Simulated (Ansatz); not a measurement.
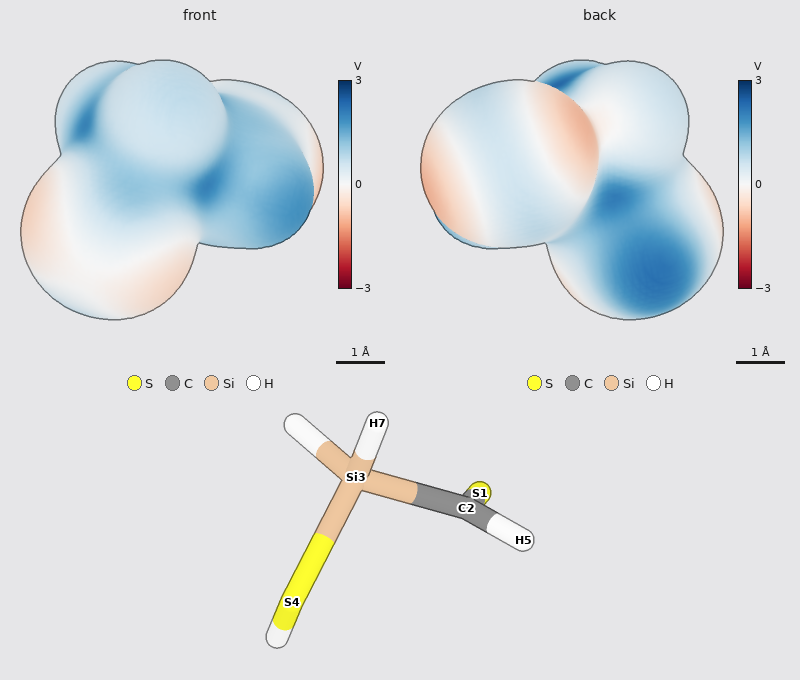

CH4S2Si. The electrostatic potential painted on the density surface at 0.004 e/bohr³, seen from the front and from behind; the colour scale runs from red (negative) to blue (positive). The bare structure is drawn below in the same view.

Geometry: PBE0-D4/def2-TZVP.

Method: Ansatz, RKS PBE0-D4/def2-TZVPP.

```xyz
8

S    -1.2766    0.8323   -2.0032
C     0.0731    0.4009   -1.2359
Si    0.2003    0.3518    0.6361
S     0.4647   -1.6711    1.2692
H     0.9441    0.0883   -1.8204
H    -1.0174    0.9730    1.2032
H     1.4373    1.0406    1.0855
H    -0.7331   -2.0730    0.8096
```

Where is the surface potential most negative and most positive?

The most negative region (about −0.9 V) lies over S1, the most positive (about +2.2 V) over Si3 and H8.
